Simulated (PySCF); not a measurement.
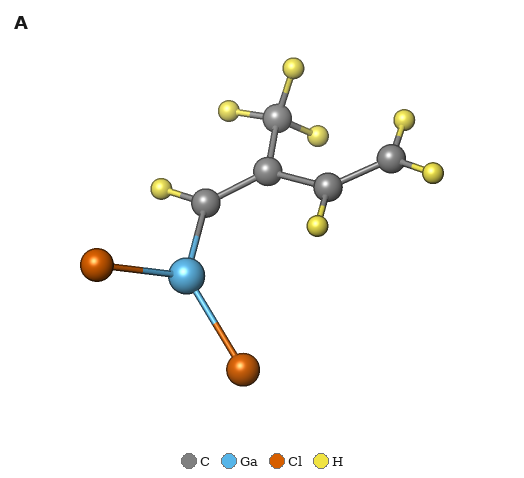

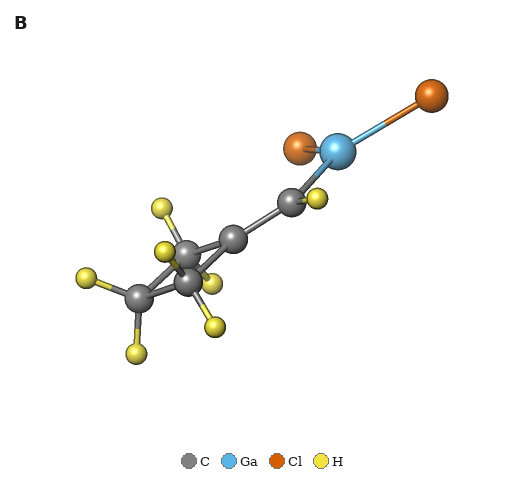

2 stationary structures of one formula. Geometries: GFN2-xTB. Electronic energies: CAM-B3LYP/def2-SVPD (PySCF 2.14.0), without zero-point energy. No frequency run is at hand to confirm each as a minimum. Each is one conformer, not always the lowest.

Are they conformers, stereoisomers or constitutional isomers?

They are constitutional isomers of C5H7Cl2Ga: A `C=C/C(C)=[CH]\[Ga]([Cl])[Cl]`, B `[Cl][Ga]([Cl])[CH]=C1CCC1`.

Which is lowest in energy, and by how much?

A is lowest; B lies 14.6 kJ/mol above it.

The geometry is semi-empirical. Around Ga such bond lengths and angles can be off by a tenth of an ångström or more and by several degrees, and values that hang on the shape move with them.
